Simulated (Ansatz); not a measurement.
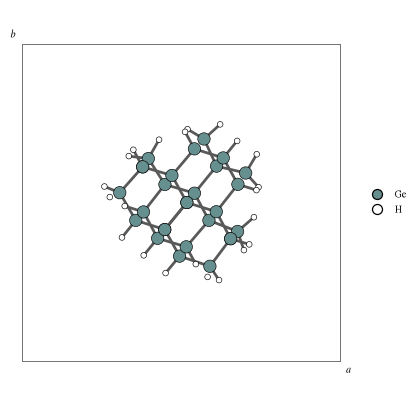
Figure. 1 relaxed period of a body that repeats along c, seen along c; the cell edge a is 22.5 Å long

Method: PBE (plane waves to 420 eV, PAW; Ansatz, a program for electronic structure). Mesh 1×1×6. No spin polarisation. It repeats along c; a and b span vacuum. A model structure. It keeps the symmetry and period of its start, so it need not be a minimum against all distortions. Values not marked SOC lack spin–orbit coupling.

Question: What is drawn, and how wide is it?

Answer: This is not unique; one that fits is H-capped Ge nanowire along [112], 24 atoms a period besides the caps. An idealised model, cut from the bulk lattice.
It measures about 11 Å across, from nucleus to nucleus.
